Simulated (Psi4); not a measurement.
**Run report: CH5OSi (charge +1), interaction calculation (part 1 of 2)**

The run: interaction calculation of CH5OSi, charge +1. Method and program: SAPT2+(3)DMP2/jun-cc-pVDZ, RHF (Psi4 1.11).

The geometry comes from this level: GFN2-xTB.

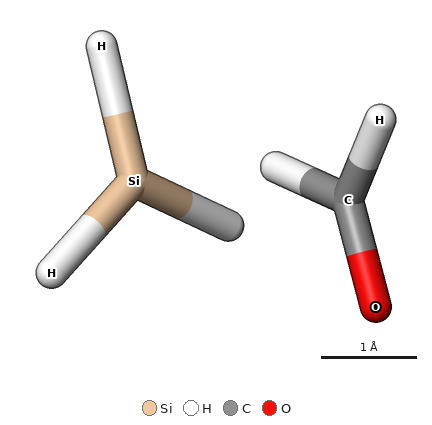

Fig. 1: The structure (stick view, seen at a tilt). Bond lengths as drawn: C–H 1.10 to 1.17 Å, C–O 1.17 Å and H–Si 1.46 Å.

### The input (job.py)
```python
import psi4

psi4.set_memory(1600000000)
psi4.set_num_threads(1)
psi4.set_output_file('run.log', False)

mol = psi4.geometry("""
1 1
Si     1.203170     0.331060    -0.852160
H      1.994210     1.110060     0.097630
H      1.512660    -1.080660    -1.050300
H      0.341890     1.022630    -1.805270
--
0 1
C     -1.543970    -0.426930     1.089760
O     -2.281050    -1.011450     0.396170
H     -0.516190    -0.056990     0.673280
H     -1.677530    -0.152420     2.141770
symmetry c1
no_reorient
no_com
""")

psi4.set_options({
    'basis': 'jun-cc-pVDZ',
    'scf_type': 'df',
    'freeze_core': 'true',
})

energy_value = psi4.energy("sapt2+(3)dmp2")
print(f'sapt2+(3)dmp2 energy: {energy_value:.10f} Eh')
```

Hardware: 1 thread of Intel Xeon (Granite Rapids), 64 GiB of memory available, shared host.

Command:
```bash
python job.py
```

### What the program printed
```
h
    h
    h

    -----------------------------------------------------------------------

    Memory:     1.5 GiB
    Threads:    1
                ecpint, einsums, f̶o̶r̶t̶e̶, gauxc, gcp, g̶d̶m̶a̶, geometric, g̶p̶u̶_̶d̶f̶c̶c̶,
                i̶n̶t̶e̶g̶r̶a̶t̶o̶r̶x̶x̶, i̶p̶i̶, libefp, m̶d̶i̶, m̶p̶2̶d̶, m̶r̶c̶c̶, ooo,
                o̶p̶e̶n̶f̶e̶r̶m̶i̶o̶n̶p̶s̶i̶4̶, pcmsolver, p̶s̶i̶4̶f̶o̶c̶k̶c̶i̶, p̶s̶i̶x̶a̶s̶,
                p̶y̶e̶i̶n̶s̶u̶m̶s̶, r̶e̶s̶p̶, s̶i̶m̶i̶n̶t̶, s̶n̶s̶m̶p̶2̶,
                v̶2̶r̶d̶m̶_̶c̶a̶s̶s̶c̶f̶

   => Loading Basis Set <=

    Name: JUN-CC-PVDZ
    Role: ORBITAL
    Keyword: BASIS

   => Loading Basis Set <=

    Name: JUN-CC-PVDZ
    Role: ORBITAL
    Keyword: BASIS

  //>>>>>>>>>>>>>>>>>>>>>>>>>>>>>>>>>>>//
  //              Dimer HF             //
  //<<<<<<<<<<<<<<<<<<<<<<<<<<<<<<<<<<<//

   => Loading Basis Set <=

    Name: JUN-CC-PVDZ
    Role: ORBITAL
    Keyword: BASIS

         ---------------------------------------------------------
                                   SCF
                              RHF Reference
                        1 Threads,   1525 MiB Core
         ---------------------------------------------------------

  ==> Geometry <==

    Molecular point group: c1
    Full point group: C1

    Geometry (in Angstrom), charge = 1, multiplicity = 1:

       Center              X                  Y                   Z               Mass
    ------------   -----------------  -----------------  -----------------  -----------------
         SI           1.203170000000     0.331060000000    -0.852160000000    27.976926534650
         H            1.994210000000     1.110060000000     0.097630000000     1.007825032230
         H            1.512660000000    -1.080660000000    -1.050300000000     1.007825032230
         H            0.341890000000     1.022630000000    -1.805270000000     1.007825032230
         C           -1.543970000000    -0.426930000000     1.089760000000    12.000000000000
         O           -2.281050000000    -1.011450000000     0.396170000000    15.994914619570
         H           -0.516190000000    -0.056990000000     0.673280000000     1.007825032230
         H           -1.677530000000    -0.152420000000     2.141770000000     1.007825032230

  Running in c1 symmetry.

  Rotational constants: A =      0.85674  B =      0.07766  C =      0.07319 [cm^-1]
  Rotational constants: A =  25684.43882  B =   2328.11208  C =   2194.05460 [MHz]
  Nuclear repulsion =   86.931174929715866

  Charge       = 1
  Multiplicity = 1
  Electrons    = 32
  Nalpha       = 16
  Nbeta        = 16

  ==> Algorithm <==

  SCF Algorithm Type is DF.
  DIIS enabled.
  MOM disabled.
  Fractional occupation disabled.
  Guess Type is SAD.
  Energy threshold   = 1.00e-08
  Density threshold  = 1.00e-08
  Integral threshold = 1.00e-12

  ==> Primary Basis <==

  Basis Set: JUN-CC-PVDZ
    Blend: JUN-CC-PVDZ
    Number of shells: 41
    Number of basis functions: 83
    Number of Cartesian functions: 86
    Spherical Harmonics?: true
    Max angular momentum: 2

   => Loading Basis Set <=

    Name: (JUN-CC-PVDZ AUX)
    Role: JKFIT
    Keyword: DF_BASIS_SCF

  ==> Integral Setup <==

  DFHelper Memory: AOs need 0.022 GiB; user supplied 1.118 GiB.
  SCF_SUBTYPE=INCORE selected. In-core MEM_DF algorithm will be used.
  Using in-core AOs.

  ==> MemDFJK: Density-Fitted J/K Matrices <==

    J tasked:                   Yes
    K tasked:                   Yes
    wK tasked:                   No
    Memory [MiB]:              1144
    Algorithm:                 Core
    Schwarz Cutoff:           1E-12
    Mask sparsity (%):       0.9290
    Fitting Condition:        1E-10

   => Auxiliary Basis Set <=

  Basis Set: (JUN-CC-PVDZ AUX)
    Blend: JUN-CC-PVDZ-JKFIT
    Number of shells: 138
    Number of basis functions: 394
    Number of Cartesian functions: 447
    Spherical Harmonics?: true
    Max angular momentum: 3

  Minimum eigenvalue in the overlap matrix is 3.4991045126E-03.
  Reciprocal condition number of the overlap matrix is 5.5971928915E-04.
    Using symmetric orthogonalization.

  ==> Pre-Iterations <==

  SCF Guess: Superposition of Atomic Densities via on-the-fly atomic UHF (no occupation information).

   -------------------------
    Irrep   Nso     Nmo
   -------------------------
     A         83      83
   -------------------------
    Total      83      83
   -------------------------

  ==> Iterations <==

                           Total Energy        Delta E     RMS |[F,P]|

   @DF-RHF iter SAD:  -403.38542573556970   -4.03385e+02   0.00000e+00
   @DF-RHF iter   1:  -404.12140017274851   -7.35974e-01   5.19157e-03 DIIS/ADIIS
   @DF-RHF iter   2:  -404.17797014956386   -5.65700e-02   4.32865e-03 DIIS/ADIIS
   @DF-RHF iter   3:  -404.22701909618922   -4.90489e-02   5.08716e-04 DIIS/ADIIS
   @DF-RHF iter   4:  -404.22872522787054   -1.70613e-03   9.63988e-05 DIIS
   @DF-RHF iter   5:  -404.22884533980056   -1.20112e-04   4.25006e-05 DIIS
   @DF-RHF iter   6:  -404.22887518077675   -2.98410e-05   1.58500e-05 DIIS
   @DF-RHF iter   7:  -404.22887818078391   -3.00001e-06   3.00452e-06 DIIS
   @DF-RHF iter   8:  -404.22887827142540   -9.06415e-08   6.20936e-07 DIIS
   @DF-RHF iter   9:  -404.22887827515984   -3.73444e-09   1.89303e-07 DIIS
   @DF-RHF iter  10:  -404.22887827550517   -3.45324e-10   2.41060e-08 DIIS
   @DF-RHF iter  11:  -404.22887827551182   -6.65068e-12   3.72065e-09 DIIS
  Energy and wave function converged.

  ==> Post-Iterations <==

    Orbital Energies [Eh]
    ---------------------

    Doubly Occupied:

       1A    -69.104180     2A    -20.773139     3A    -11.545893
       4A     -6.449143     5A     -4.555698     6A     -4.552493
       7A     -4.552482     8A     -1.618420     9A     -1.048008
      10A     -0.977082    11A     -0.873436    12A     -0.843541
      13A     -0.759776    14A     -0.759767    15A     -0.730739
      16A     -0.614671

    Virtual:

      17A     -0.224246    18A     -0.094335    19A     -0.085662
      20A     -0.071422    21A     -0.068297    22A     -0.056564
      23A     -0.046895    24A     -0.034006    25A     -0.030995
      26A     -0.019440    27A     -0.000203    28A      0.017803
      29A      0.045553    30A      0.103665    31A      0.130748
      32A      0.146076    33A      0.148421    34A      0.192535
      35A      0.249087    36A      0.257273    37A      0.266936
      38A      0.271191    39A      0.297306    40A      0.333015
      41A      0.383740    42A      0.386470    43A      0.404190
      44A      0.419006    45A      0.458130    46A      0.616822
      47A      0.643664    48A      0.687342    49A      0.743413
      50A      0.762956    51A      0.823262    52A      0.853642
      53A      0.871225    54A      0.979604    55A      1.048053
      56A      1.212118    57A      1.234155    58A      1.279276
      59A      1.282261    60A      1.286050    61A      1.420278
      62A      1.448323    63A      1.457420    64A      1.515375
      65A      1.589950    66A      1.632150    67A      1.633193
      68A      1.700379    69A      1.752226    70A      1.805582
      71A      1.814874    72A      1.874494    73A      1.934745
      74A      2.093607    75A      2.093954    76A      2.373357
      77A      2.540099    78A      2.592214    79A      2.862211
      80A      2.986572    81A      3.287123    82A      3.613188
      83A      3.816469

    Final Occupation by Irrep:
              A
    DOCC [    16 ]
    NA   [    16 ]
    NB   [    16 ]

  @DF-RHF Final Energy:  -404.22887827551182

   => Energetics <=

    Nuclear Repulsion Energy =             86.9311749297158656
    One-Electron Energy =                -722.8031663272116703
    Two-Electron Energy =                 231.6431131219839585
    Total Energy =                       -404.2288782755118177

Computation Completed

Properties will be evaluated at   0.000000,   0.000000,   0.000000 [a0]

Properties computed using the SCF density matrix

 Multipole Moments:

 ------------------------------------------------------------------------------------
     Multipole            Electronic (a.u.)      Nuclear  (a.u.)        Total (a.u.)
 ------------------------------------------------------------------------------------

 L = 1.  Multiply by 2.5417464519 to convert [e a0] to [Debye]
 Dipole X            :         19.0380346          -17.0317236            2.0063110
 Dipole Y            :         10.6321630           -9.7806933            0.8514697
 Dipole Z            :          3.6161084           -4.0916539           -0.4755455
 Magnitude           :                                                    2.2307909

 ------------------------------------------------------------------------------------

	total time  =          1 seconds =       0.02 minutes

  //>>>>>>>>>>>>>>>>>>>>>>>>>>>>>>>>>>>//
  //               DFMP2               //
  //<<<<<<<<<<<<<<<<<<<<<<<<<<<<<<<<<<<//

   => Loading Basis Set <=

    Name: (JUN-CC-PVDZ AUX)
    Role: RIFIT
    Keyword: DF_BASIS_MP2

	 --------------------------------------------------------
	                          DF-MP2
	      2nd-Order Density-Fitted Moller-Plesset Theory
	              RMP2 Wavefunction,   1 Threads

	 --------------------------------------------------------

   => Auxiliary Basis Set <=

  Basis Set: (JUN-CC-PVDZ AUX)
    Blend: JUN-CC-PVDZ-RI
    Number of shells: 99
    Number of basis functions: 285
    Number of Cartesian functions: 327
    Spherical Harmonics?: true
    Max angular momentum: 3

	 --------------------------------------------------------
	                 NBF =    83, NAUX =   285
	 --------------------------------------------------------
	   CLASS    FOCC     OCC    AOCC    AVIR     VIR    FVIR
	   PAIRS       7      16       9      67      67       0
	 --------------------------------------------------------

	 Will save fitting metric to file 97.

	-----------------------------------------------------------
	 ==================> DF-MP2 Energies <====================
	-----------------------------------------------------------
	 Reference Energy          =    -404.2288782755118177 [Eh]
	 Singles Energy            =      -0.0000000000000000 [Eh]
	 Same-Spin Energy          =      -0.0895511402160036 [Eh]
	 Opposite-Spin Energy      =      -0.3226572623498244 [Eh]
	 Correlation Energy        =      -0.4122084025658281 [Eh]
	 Total Energy              =    -404.6410866780776701 [Eh]
	-----------------------------------------------------------
	 ================> DF-SCS-MP2 Energies <==================
	-----------------------------------------------------------
	 SCS Same-Spin Scale       =       0.3333333333333333 [-]
	 SCS Opposite-Spin Scale   =       1.2000000000000000 [-]
	 SCS Same-Spin Energy      =      -0.0298503800720012 [Eh]
	 SCS Opposite-Spin Energy  =      -0.3871887148197893 [Eh]
	 SCS Correlation Energy    =      -0.4170390948917905 [Eh]
	 SCS Total Energy          =    -404.6459173704035948 [Eh]
	-----------------------------------------------------------

	total time  =          0 seconds =       0.00 minutes

  //>>>>>>>>>>>>>>>>>>>>>>>>>>>>>>>>>>>//
  //            Monomer A HF           //
  //<<<<<<<<<<<<<<<<<<<<<<<<<<<<<<<<<<<//

  ==> Geometry <==

    Molecular point group: c1
    Full point group: C1

    Geometry (in Angstrom), charge = 1, multiplicity = 1:

       Center              X                  Y                   Z               Mass
    ------------   -----------------  -----------------  -----------------  -----------------
         SI           1.203170000000     0.331060000000    -0.852160000000    27.976926534650
         H            1.994210000000     1.110060000000     0.097630000000     1.007825032230
         H            1.512660000000    -1.080660000000    -1.050300000000     1.007825032230
         H            0.341890000000     1.022630000000    -1.805270000000     1.007825032230
      Gh(C)          -1.543970000000    -0.426930000000     1.089760000000    12.000000000000
      Gh(O)          -2.281050000000    -1.011450000000     0.396170000000    15.994914619570
      Gh(H)          -0.516190000000    -0.056990000000     0.673280000000     1.007825032230
      Gh(H)          -1.677530000000    -0.152420000000     2.141770000000     1.007825032230

  Running in c1 symmetry.

  Rotational constants: A =      0.85674  B =      0.07766  C =      0.07319 [cm^-1]
  Rotational constants: A =  25684.43882  B =   2328.11208  C =   2194.05460 [MHz]
  Nuclear repulsion =   15.856860855664038

  Charge       = 1
  Multiplicity = 1
  Electrons    = 16
  Nalpha       = 8
  Nbeta        = 8

  ==> Iterations <==

                           Total Energy        Delta E     RMS |[F,P]|

   @DF-RHF iter SAD:  -290.10141177192344   -2.90101e+02   0.00000e+00
   @DF-RHF iter   1:  -290.31560690075150   -2.14195e-01   1.88645e-03 DIIS/ADIIS
   @DF-RHF iter   2:  -290.34439614120083   -2.87892e-02   3.73914e-04 DIIS/ADIIS
   @DF-RHF iter   3:  -290.34564790201233   -1.25176e-03   7.71469e-05 DIIS
   @DF-RHF iter   4:  -290.34571109796673   -6.31960e-05   1.57162e-05 DIIS
   @DF-RHF iter   5:  -290.34571399201184   -2.89405e-06   1.86273e-06 DIIS
   @DF-RHF iter   6:  -290.34571403017350   -3.81617e-08   1.47602e-07 DIIS
   @DF-RHF iter   7:  -290.34571403037967   -2.06171e-10   1.48123e-08 DIIS
   @DF-RHF iter   8:  -290.34571403038166   -1.98952e-12   1.23894e-09 DIIS
  Energy and wave function converged.

  ==> Post-Iterations <==

    Final Occupation by Irrep:
              A
    DOCC [     8 ]
    NA   [     8 ]
    NB   [     8 ]

  @DF-RHF Final Energy:  -290.34571403038166

   => Energetics <=

    Nuclear Repulsion Energy =             15.8568608556640385
    One-Electron Energy =                -428.6874562844867000
    Two-Electron Energy =                 122.4848813984410043
    Total Energy =                       -290.3457140303816573

Computation Completed

Properties will be evaluated at   0.000000,   0.000000,   0.000000 [a0]

Properties computed using the SCF density matrix

 Multipole Moments:
```
